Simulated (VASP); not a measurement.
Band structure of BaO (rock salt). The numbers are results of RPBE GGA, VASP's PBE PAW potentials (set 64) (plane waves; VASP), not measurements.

Unless said otherwise, spin-orbit coupling is left out, though it shifts the bands of the heavy elements here.

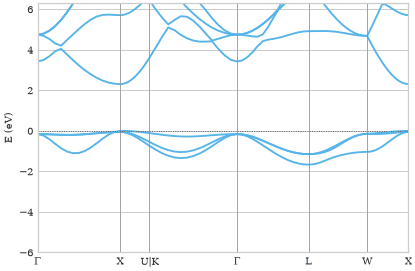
Figure: Bands along high-symmetry lines, zero at the valence-band maximum or, without a gap, the Fermi level

Read the plot: is there a gap, and where are the band edges?

The gap is direct, 2.31 eV, from the valence maximum at X to the conduction minimum at X. (Edges off the drawn lines would not show.)

Measured: gap 4.40 eV (computed value off by -2.09 eV), as given by Abedi et al., (2022), arXiv:2211.14644.

The compound is BaO in the rock salt structure. It was relaxed first, which changed the volume by +8 %.
